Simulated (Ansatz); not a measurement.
# Phonon transport in CaO (Lime, Fm-3m)

How well does the lattice of CaO (Lime) conduct heat?

Experimental results on record:
- thermal conductivity 27 W/m/K near room temperature (given in “Combining the AFLOW GIBBS and Elastic Libraries to efficiently and robustly screen thermo-mechanical properties of solids”, 2017, arXiv:1611.05714)
- thermal conductivity 27 W/m/K near room temperature (given in “Predicting the lattice thermal conductivity of solids by solving the Boltzmann transport equation: AFLOW - AAPL an automated, accurate and efficient framework”, 2017, arXiv:1611.05481)

Main program and level: Ansatz 0.2.0; DFT r2SCAN, scalar-relativistic, plane waves, PAW; PAW set soft_1.

## Step 1: The starting structure

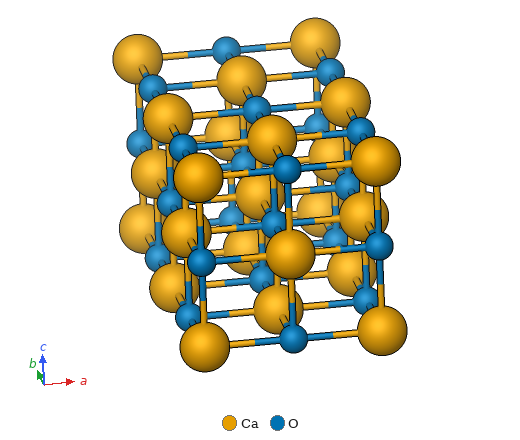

The starting structure, seen slightly off an axis (calcium orange, oxygen blue). 1×2×1 cells are drawn. This picture shows the conventional cell, with its axes. Some periodic images of atoms are drawn too.

## Step 2: Probe on a coarse mesh

Before spending time, one coarse run tells the gap and the pressure of the starting cell.

input.yaml reads:

```yaml
crystal:
  lattice:
    - [0.0, 2.4065, 2.4065]
    - [2.4065, 0.0, 2.4065]
    - [2.4065, 2.4065, 0.0]
  atoms:
    - { symbol: Ca, position: [0.0, 0.0, 0.0] }
    - { symbol: O, position: [0.5, 0.5, 0.5] }
kpoints:
  mp_grid: { grid: [6, 6, 6] }
hamiltonian:
  xc: r2scan
  pseudopotentials: { kind: paw, azcp: { folder: soft_1 } }
scf:
  occupations: { method: gaussian, width: 0.1 }
  lower_state_search: "off"
output:
  forces: true
  stress: true
  eigenvalues: true
```

Launch:

```console
$ ansatz run input.yaml --threads 18 --pin off --max-ram 92160MiB --backend cuda --events-out ev --progress --plain --runs-dir out --max-vram 78GiB
```

Numbers of over 12 decimals in the logs are rounded to 6 here.

What it wrote:

```text
Engine: ansatz 0.2.0, aarch64-unknown-linux-gnu
Pseudopotentials: kind: paw
Pseudopotential: Ca, paw, valence charge 10, recommended cutoff 500 eV (meta_gga), soft_1/Ca.paw.azcp
Pseudopotential: O, paw, valence charge 6, recommended cutoff 500 eV (meta_gga), soft_1/O.paw.azcp
Functional definition: r2SCAN
  parameter k0 = 0.174
  parameter k1 = 0.065
  parameter a1 = 4.9479
  exchange = r2scan_x(k0 = k0, k1 = k1, a1 = a1)
  correlation = r2scan_c
device memory: the entry about to start is reckoned to put 0.7 GiB on a device that reports 113.2 GiB free (of which the cap on the GPU budget leaves the run 78.0 GiB)
GPU FFT provider: cuFFT
GPU libraries: cuBLAS 13.8.1, cuFFT 12.4.0, cuSOLVER 12.3.2
GPU matrix products: emulated (plane waves: as basis.precision tells), large ones in fixed point in workspaces of 1.00 GiB
Crystal: 2 atoms, lattice volume = 27.873 Å³
Basis set: ecut = 500 eV, 725 PW (Γ), exchange–correlation on 100×100×100 points (64 copies of the dense FFT grid, shifted against one another)
Bands: 12, of which v1, the nominal top of the filled ones, is band 8 counted from 1 (7 counted from 0)
Symmetry: 48 space group operations
Space group: Fm-3m (ITA 225), of the structure as read, at distance tolerance 3.0e-5 Å
k-points: 16 of 216
Non-local potential: Ca, projectors of the file, l = 0: 3, l = 1: 2, l = 2: 2
Non-local potential: O, projectors of the file, l = 0: 2, l = 1: 2, l = 2: 1
PAW form: soft (Blöchl's): semilocal exchange-correlation on the pseudo side does not see the compensation charge
PAW frozen core: Ca, regenerated for the run's functional (the file was generated under x = pbe(κ = 0.804, μ = 0.219515), c = pbe(β = 0.066725))
PAW frozen core: O, regenerated for the run's functional (the file was generated under x = pbe(κ = 0.804, μ = 0.219515), c = pbe(β = 0.066725))
PAW one-centre angular grid: Ca, 302 points (default); XC on 160 Gauss nodes
PAW one-centre angular grid: O, 302 points (default); XC on 160 Gauss nodes
Initial density: superposition of atomic densities (chi_scale 0.1, normalization cell, long waves kept (reshape's long-wave potential 0.00 eV rms))
Initial wavefunctions: pseudopotential atomic-orbital guess
GPU buffer pool allocated for 15625 grid points (all kernels)
GPU transforms: local potential and band sums: pruned to the plane-wave sphere, on 25×25×25
Functional: x = r2scan, c = r2scan; τ floored in thin density (d = 2e-4 eV/Å³)
SCF iter   1: F=-2393.023000 eV  HF=-2394.236403 eV  |F-HF|=1.21e0  |Δ(HF+E_count)|=         —  Δρ=8.78e-2  dr2=1.83e0  dr2_τ=4.23e-2  ethr=3.10e-3  ⟨swp⟩=5.9  Hψ=1381  notcnv=0
preconditioner: auto → none  [insulator: Δε(μ)=2.661 eV  Ē_g=18.709 eV  σ=0.100 eV  W_gap=1.00  n_scr=8 (ndim 8)  ℏωp=26.3 eV  f_vac=0.000  D(μ)=0.00/eV (n_scr^D=0)  ε∞_Penn≈3.0]
SCF iter   2: F=-2393.526151 eV  HF=-2394.270164 eV  |F-HF|=7.44e-1  |Δ(HF+E_count)|=   3.38e-2  Δρ=6.17e-2  dr2=1.10e0  dr2_τ=1.28e-1  ethr=3.10e-3  ⟨swp⟩=2.8  Hψ=595  notcnv=0
SCF iter   3: F=-2394.087579 eV  HF=-2394.054519 eV  |F-HF|=3.31e-2  |Δ(HF+E_count)|=   2.16e-1  Δρ=1.75e-2  dr2=6.21e-2  dr2_τ=7.76e-3  ethr=3.10e-3  ⟨swp⟩=2.4  Hψ=390  notcnv=0
SCF iter   4: F=-2394.092259 eV  HF=-2394.090595 eV  |F-HF|=1.66e-3  |Δ(HF+E_count)|=   3.61e-2  Δρ=4.53e-3  dr2=2.91e-3  dr2_τ=5.44e-4  ethr=3.88e-4  ⟨swp⟩=3.0  Hψ=576  notcnv=0
SCF iter   5: F=-2394.092629 eV  HF=-2394.092637 eV  |F-HF|=7.50e-6  |Δ(HF+E_count)|=   2.04e-3  Δρ=4.43e-4  dr2=2.95e-5  dr2_τ=6.36e-6  ethr=1.82e-5  ⟨swp⟩=2.1  Hψ=313  notcnv=0
SCF iter   6: F=-2394.092590 eV  HF=-2394.092590 eV  |F-HF|=6.71e-8  |Δ(HF+E_count)|=   4.67e-5  Δρ=4.13e-5  dr2=1.31e-7  dr2_τ=6.46e-8  ethr=1.85e-7  ⟨swp⟩=2.0  Hψ=302  notcnv=0
SCF iter   7: F=-2394.092590 eV  HF=-2394.092590 eV  |F-HF|=7.51e-8  |Δ(HF+E_count)|=   1.60e-7  Δρ=1.87e-5  dr2=9.12e-8  dr2_τ=7.24e-9  ethr=6.25e-10  ⟨swp⟩=5.1  Hψ=1136  notcnv=0
SCF 1 converged in 7 iterations: F = -2394.092590 eV  dr2 = 9.12e-8
  greatest PAW one-centre occupation: 0.995 electrons in one spin orbital (limit 2), on the Ca atom at site 0 (counted from 0), in its partial waves of l = 0
SCF converged after 7 iterations
Free energy (F): -2394.092590 eV
Harris-Foulkes:  -2394.092590 eV  (|F-HF|=7.51e-8)
Internal energy: -2394.092590 eV  (E = F + TS)
E sigma→0 (E₀):  -2394.092590 eV
Fermi energy:    9.416026 eV
--- Per-component energies (eV) ---
  E_band       = -115.049840
  E_kinetic    = 426.331917
  E_local      = -893.658376  (includes V_loc(G=0)·N_el)
  E_nonlocal   = 141.250720
  E_hartree    = 296.437595
  E_xc         = -200.074205
  E_vxc        = -284.909798  (∫ρ·V_xc dr)
  E_paw        = -1035.747978  (= ΣΔE_a)
  E_vpaw       = -114.464266  (= ΣTr[D̂ρ^β])
  E_aug_tail   = 0.000240  (compensation charges beyond the density's cutoff)
  E_vtau       = 17.519106  (kinetic-family band-sum trace: ∫τ·v_τ [+ j·A + Jᵃ·Aᵃ] dr)
  E_ewald      = -1128.379897
  E_core_change = -0.252607  (= ΣΔE_core)
  E_smearing   = -0.000000  (= −TS)
  E_closure    = -0.000000  (closes the sum)
  Σ components = -2394.092590   (vs F -2394.092590, Δ=0.00e0)
--- Forces (eV/Å), atoms counted from 1 ---
  atom   1  Ca     0.00000000    -0.00000000    -0.00000000
  atom   2  O      0.00000000     0.00000000    -0.00000000
  max |Σ_I F_I| component: 8.49e-25 eV/Å
--- Stress (GPa, compression-positive) ---
       -1.254272       0.000000      -0.000000
        0.000000      -1.254272       0.000000
       -0.000000      -0.000000      -1.254272
  P = ⅓ Tr σ = -1.2543 GPa (-12.543 kbar)
--- Band table (eV; the first three rows and the last of 16) ---
  k-point 0: bands = [... 4 lower, -9.1435, 7.3163, 7.3163, 7.3163, 12.7126, 14.1561, 14.1561, 14.1561]
  k-point 1: bands = [... 4 lower, -8.7512, 6.4886, 6.9765, 6.9765, 13.8150, 14.1305, 14.6206, 14.6206]
  k-point 2: bands = [... 4 lower, -8.1491, 5.2448, 6.3929, 6.3929, 14.4587, 15.6896, 15.6896, 15.7689]
  k-point 15: bands = [... 4 lower, -8.6023, 6.1098, 6.2556, 6.5203, 12.9100, 15.6186, 16.3539, 17.5042]
```

Wall time 1.3 s (1 × NVIDIA GB200 with 18 threads of Arm Neoverse V2, shared host); peak memory 1.1 GiB; 2 s of CPU time.

A gap read on the k-mesh alone can miss the band edges.

Numbers from this step:

```
pressure          : -1.254 GPa
gap on the k-mesh : 4.199 eV
volume per atom   : 13.94 Å³/atom
```

The start is under -1.3 GPa at this level and looks like an insulator or semiconductor on this mesh.

## Step 3: Relaxation

The vibrations must be taken about the equilibrium of this functional, not about the starting cell, so the structure is relaxed.

input.yaml, the sections that differ from step 2:

```yaml
kpoints:
  mp_grid: { grid: [8, 8, 8] }
scf:
  occupations: { method: gaussian, width: 0.02 }
  lower_state_search: "off"
relax:
  adjacent_minimum: "off"
  f_tol: 0.005
  max_steps: 80
  cell: { stress_tol: 0.05 }
# crystal, hamiltonian, output: as in step 2
```

What it wrote:

```text
[...]
Crystal: 2 atoms, lattice volume = 27.873 Å³
Basis set: ecut = 500 eV, 725 PW (Γ), exchange–correlation on 100×100×100 points (64 copies of the dense FFT grid, shifted against one another)
Bands: 12, of which v1, the nominal top of the filled ones, is band 8 counted from 1 (7 counted from 0)
Symmetry: 48 space group operations
[...]
k-points: 29 of 512
[...]
SCF iter   1: F=-2393.021053 eV  HF=-2394.236769 eV  |F-HF|=1.22e0  |Δ(HF+E_count)|=         —  Δρ=8.78e-2  dr2=1.83e0  dr2_τ=4.23e-2  ethr=3.10e-3  ⟨swp⟩=6.2  Hψ=2612  notcnv=0
[...]
SCF iter   2: F=-2393.524202 eV  HF=-2394.270987 eV  |F-HF|=7.47e-1  |Δ(HF+E_count)|=   3.42e-2  Δρ=6.18e-2  dr2=1.10e0  dr2_τ=1.29e-1  ethr=3.10e-3  ⟨swp⟩=2.8  Hψ=1077  notcnv=0
[...]
SCF iter   7: F=-2394.092621 eV  HF=-2394.092621 eV  |F-HF|=1.27e-8  |Δ(HF+E_count)|=   1.86e-7  Δρ=9.07e-6  dr2=1.94e-8  dr2_τ=2.10e-9  ethr=6.25e-10  ⟨swp⟩=5.1  Hψ=2038  notcnv=0
SCF 1 converged in 7 iterations: F = -2394.092621 eV  dr2 = 1.94e-8
[...]
relax step   1: F+E_penalty+E_count = -2394.09262060 eV  Δ(F+E_penalty+E_count) = +0.000e0 eV  max|allowed force component| = 1.292e-26 eV/Å  Δτ_max = 0.0000 Å  P = -1.255 GPa  Ω = 27.873 Å³  (7 SCF iters, dr2 threshold 1.00e-7 eV, accepted)
[...]
Crystal: 2 atoms, lattice volume = 27.499 Å³
[...]
iter 1 solved again at ethr=7.85e-7 eV; its pass at ethr=3.10e-3 eV (dr2=1.26e-4 eV) is discarded
[...]
SCF iter   2: F=-2394.093902 eV  HF=-2394.093908 eV  |F-HF|=5.84e-6  |Δ(HF+E_count)|=   2.19e-3  Δρ=2.84e-4  dr2=2.20e-5  dr2_τ=3.45e-6  ethr=6.76e-7  ⟨swp⟩=2.0  Hψ=696  notcnv=0
[...]
SCF iter   5: F=-2394.093909 eV  HF=-2394.093909 eV  |F-HF|=1.49e-8  |Δ(HF+E_count)|=   1.27e-7  Δρ=1.52e-5  dr2=6.17e-8  dr2_τ=1.54e-8  ethr=1.25e-9  ⟨swp⟩=5.0  Hψ=1923  notcnv=0
SCF 2 converged in 5 iterations: F = -2394.093909 eV  dr2 = 6.17e-8
relax step   2: F+E_penalty+E_count = -2394.09390933 eV  Δ(F+E_penalty+E_count) = -1.289e-3 eV  max|allowed force component| = 7.324e-26 eV/Å  Δτ_max = 0.0000 Å  P = +0.292 GPa  Ω = 27.499 Å³  energy of the carried Pulay correction = +1.432e-4 eV  (5 SCF iters, dr2 threshold 2.00e-7 eV, accepted)
[...]
Crystal: 2 atoms, lattice volume = 27.569 Å³
[...]
SCF iter   4: F=-2394.093945 eV  HF=-2394.093945 eV  |F-HF|=6.48e-10  |Δ(HF+E_count)|=   5.43e-8  Δρ=9.65e-6  dr2=1.28e-8  dr2_τ=1.19e-9  ethr=1.25e-9  ⟨swp⟩=2.4  Hψ=1157  notcnv=0
SCF 3 converged in 4 iterations: F = -2394.093945 eV  dr2 = 1.28e-8
relax step   3: F+E_penalty+E_count = -2394.09394472 eV  Δ(F+E_penalty+E_count) = -3.539e-5 eV  max|allowed force component| = 3.136e-24 eV/Å  Δτ_max = 0.0000 Å  P = -0.006 GPa  Ω = 27.569 Å³  energy of the carried Pulay correction = +1.163e-4 eV  (4 SCF iters, dr2 threshold 2.00e-7 eV, accepted)
[...]
SCF iter   1: F=-2394.093885 eV  HF=-2394.093885 eV  |F-HF|=3.80e-8  |Δ(HF+E_count)|=         —  Δρ=2.71e-5  dr2=3.17e-8  dr2_τ=6.02e-8  ethr=2.76e-7  ⟨swp⟩=2.5  Hψ=3549  notcnv=0
eigensolver tolerance schedule: the retry pair's looser diagonalisation over-reported the residual by 1396.37 of it (diagonalisation noise at 0.14 of the residual, at the tolerance the schedule requests for it); recorded, not acted on — ethr = c·dr2/N_el stays at c = 1.0e-1
[...]
SCF iter   2: F=-2394.093844 eV  HF=-2394.093844 eV  |F-HF|=1.14e-8  |Δ(HF+E_count)|=   4.13e-5  Δρ=1.28e-5  dr2=5.08e-9  dr2_τ=5.68e-9  ethr=1.98e-10  ⟨swp⟩=2.4  Hψ=590  notcnv=0
[...]
SCF iter   5: F=-2394.093844 eV  HF=-2394.093844 eV  |F-HF|=5.91e-12  |Δ(HF+E_count)|=  9.60e-11  Δρ=3.70e-7  dr2=1.30e-11  dr2_τ=6.21e-12  ethr=1.00e-12  ⟨swp⟩=4.0  Hψ=1469  notcnv=0
SCF 4 converged in 5 iterations: F = -2394.093844 eV  dr2 = 1.30e-11
relax step   4: F+E_penalty+E_count = -2394.09384398 eV  Δ(F+E_penalty+E_count) = +1.007e-4 eV  max|allowed force component| = 1.525e-29 eV/Å  Δτ_max = 0.0000 Å  P = -0.003 GPa  Ω = 27.569 Å³  stress off target by 3.01e-3 GPa  SCF on the basis re-selected at this cell (its energy is not comparable with the rows above)  (5 SCF iters)
basis re-selected at this cell: Δ(F+E_penalty+E_count) = +1.007e-4 eV, ΔP = +0.003 GPa vs the last step (what re-selecting the basis moved, of the pressure what is left beyond the Pulay correction that the steps carried, after the strain that the cell walked since its last selection, with what the two solves' SCF thresholds leave and, on support functions, any second-order correction that the steps lacked; it is no m [...]
SCF converged after 5 iterations
Free energy (F): -2394.093844 eV
[...]
Internal energy: -2394.093844 eV  (E = F + TS)
E sigma→0 (E₀):  -2394.093844 eV
Fermi energy:    9.534999 eV
[...]
--- Stress (GPa, compression-positive) ---
       -0.003010      -0.000000      -0.000000
       -0.000000      -0.003010      -0.000000
       -0.000000      -0.000000      -0.003010
  P = ⅓ Tr σ = -0.0030 GPa (-0.030 kbar)
--- Band table (eV; the first three rows and the last of 29) ---
  k-point 0: bands = [... 4 lower, -9.0444, 7.4362, 7.4362, 7.4362, 12.9264, 14.3045, 14.3045, 14.3045]
  k-point 1: bands = [... 4 lower, -8.7893, 6.9210, 7.2282, 7.2282, 13.6077, 14.2603, 14.5758, 14.5758]
  k-point 2: bands = [... 4 lower, -8.2978, 5.9296, 6.7788, 6.7788, 14.3346, 15.0872, 15.2893, 15.2893]
  k-point 28: bands = [... 4 lower, -8.3769, 6.1490, 6.3891, 6.3891, 14.3850, 14.3850, 16.6013, 17.7020]
--- Relaxed structure (3 steps of the walk, 3 accepted, 1 SCFs on fresh bases) ---
  F+E_penalty+E_count = -2394.09384398 eV   max|allowed force component| = 1.525e-29 eV/Å   (the final SCF, on the basis selected at the relaxed cell)
  cell:  # Å, volume = 27.5692 Å³
    - [0, 2.397719, 2.397719]
    - [2.397719, 0, 2.397719]
    - [2.397719, 2.397719, 0]
  atoms:
    - { symbol: Ca, position: [0, 0, 0] }
    - { symbol: O, position: [0.5, 0.5, 0.5] }
```

Wall time 6.7 s (1 × NVIDIA GB200 with 18 threads); peak memory 1.1 GiB; 9 s of CPU time.

The steps of the relaxation:

```csv
step,energy less that of the first step (eV),largest force component (eV/Å),pressure (GPa),volume (Å³)
1,0.0000,0.0000,-1.25,27.87
2,-0.0013,0.0000,0.29,27.50
3,-0.0013,0.0000,-0.01,27.57
4*,-0.0012,0.0000,0.00,27.57
```

Relaxation steps marked * repeat the geometry before them on a plane-wave basis chosen anew for their cell, so energy and pressure can jump there.

The run keeps the 48 symmetry operations that it works with, so distortions that break them were not tested.

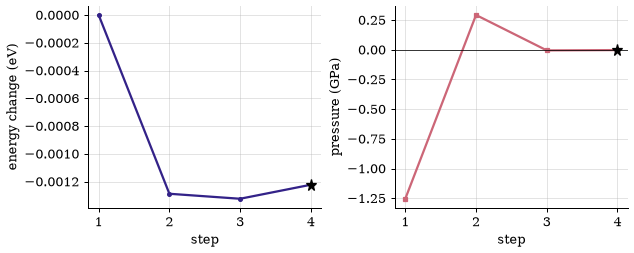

Energy and pressure along the relaxation. Stars mark steps on a basis chosen anew.

```csv
"conventional cell, symmetrised",before,after,change
a (Å),4.813,4.795,-0.4 %
b (Å),4.813,4.795,-0.4 %
c (Å),4.813,4.795,-0.4 %
volume (Å³/atom),13.94,13.78,-1.1 %
```

Final coordinates:

```
Ca O
1.0
     0.00000    2.39772    2.39772
     2.39772    0.00000    2.39772
     2.39772    2.39772    0.00000
Ca O
1 1
Direct
  0.00000 0.00000 0.00000
  0.50000 0.50000 0.50000
```

Numbers from this step:

- pressure: -0.003010 GPa
- gap on the k-mesh: 4.198 eV
- volume per atom: 13.78 Å³/atom

The relaxation ends with a pressure of 0.00 GPa.

## Step 4: Tight relaxation

The thresholds are tightened for a last relaxation ahead of the phonons, and where mesh or smearing change with them the cell follows.

input.yaml, the sections that differ from step 3:

```yaml
crystal:
  lattice:
    - [0.0, 2.3977190601, 2.3977190601]
    - [2.3977190601, 0.0, 2.3977190601]
    - [2.3977190601, 2.3977190601, 0.0]
  atoms:
    - { symbol: Ca, position: [0.0, 0.0, 0.0] }
    - { symbol: O, position: [0.5, 0.5, 0.5] }
kpoints:
  mp_grid: { grid: [9, 9, 9] }
scf:
  occupations: { method: fixed }
  lower_state_search: "off"
relax:
  adjacent_minimum: "off"
  f_tol: 0.001
  max_steps: 60
  cell: { stress_tol: 0.01 }
# hamiltonian, output: as in step 3
```

What it wrote:

```text
[...]
GPU FFT provider: cuFFT
GPU libraries: cuBLAS 13.8.1, cuFFT 12.4.0, cuSOLVER 12.3.2
[...]
Crystal: 2 atoms, lattice volume = 27.569 Å³
Basis set: ecut = 500 eV, 725 PW (Γ), exchange–correlation on 100×100×100 points (64 copies of the dense FFT grid, shifted against one another)
[...]
k-point 34: bands = [... 4 lower, -8.3514, 6.0292, 6.3725, 6.4700, 13.9568, 14.9148, 16.6513, 17.5900]
--- Relaxed structure (1 steps of the walk, 1 accepted, 1 SCFs on fresh bases) ---
[...]
cell:  # Å, volume = 27.5692 Å³
    - [0.0, 2.3977190601, 2.3977190601]
    - [2.3977190601, 0.0, 2.3977190601]
    - [2.3977190601, 2.3977190601, 0.0]
  atoms:
    - { symbol: Ca, position: [0.0, 0.0, 0.0] }
    - { symbol: O, position: [0.5, 0.5, 0.5] }
[key lines of the parts left out:]
SCF converged after 5 iterations
Free energy (F): -2394.093841 eV
Fermi energy:    7.436188 eV
P = ⅓ Tr σ = -0.0028 GPa (-0.028 kbar)
```

It took 2.6 s on 1 × NVIDIA GB200 with 18 threads; peak memory 1.1 GiB; 5 s of CPU time.

Little changed from the start: no atom moved by 0.005 Å and no cell edge by 0.1 %.

This step gave:

| Property | Result |
| --- | --- |
| pressure | -0.002848 GPa |
| gap on the k-mesh | 4.256 eV |

The residual pressure is -0.0028 GPa, small enough for phonons.

(Part 1 of 2 ends here.)

[Logs are printed without paths, hosts, clocks, repeated set-up lines and the standing remarks that a program may print on its own settings, such as how far it seeks lower states.]

[Hosts, paths, dates, database ids (printed as entryN), source tags and the programs' standing remarks are cut or masked in the printed files.]

[A step with changed settings may run another functional than the one named; its input shows which.]
